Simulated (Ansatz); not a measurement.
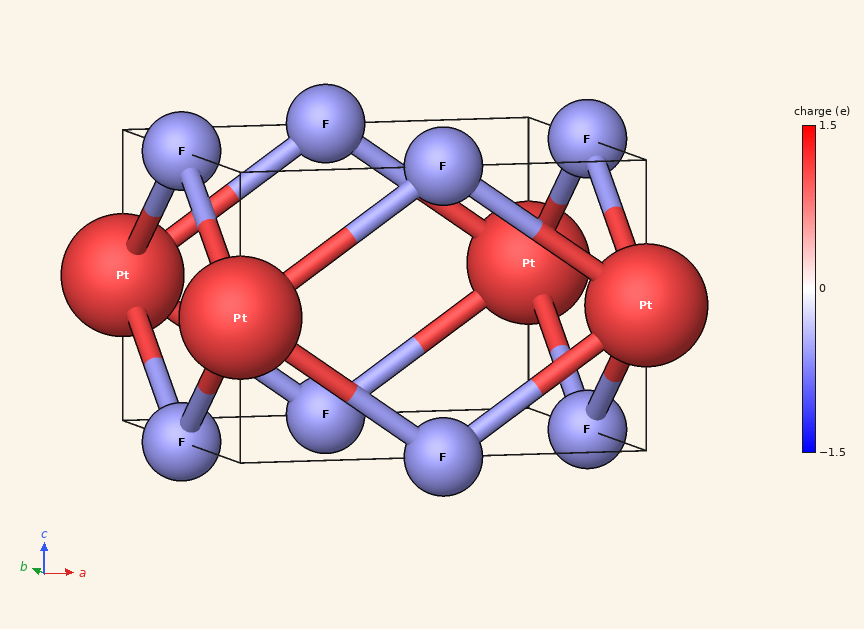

The figure gives a ball-and-stick picture of the atoms, viewed slightly off an axis. One simulation cell is framed, with atoms on its boundary repeated. The atoms of this PtF$_{2}$ cell are coloured by their Bader charge.

Level of theory: DFT PBE, scalar-relativistic, plane waves, PAW (Ansatz 0.2.0). Settings were 420 eV cutoff, k-grid 12×12×16, Gaussian smearing of 0.1 eV, no spin polarisation.

### Who donates electrons here and who accepts them?

Most positive: Pt; most negative: F. Charges: about Pt +1.1 e; F -0.5 e.

Origin of the cell: a structure type filled with these elements by a generator (whether the compound takes this form wasn't checked). Earlier steps of the study may have refined or changed the cell and positions. A calculation with Ansatz used it as input.
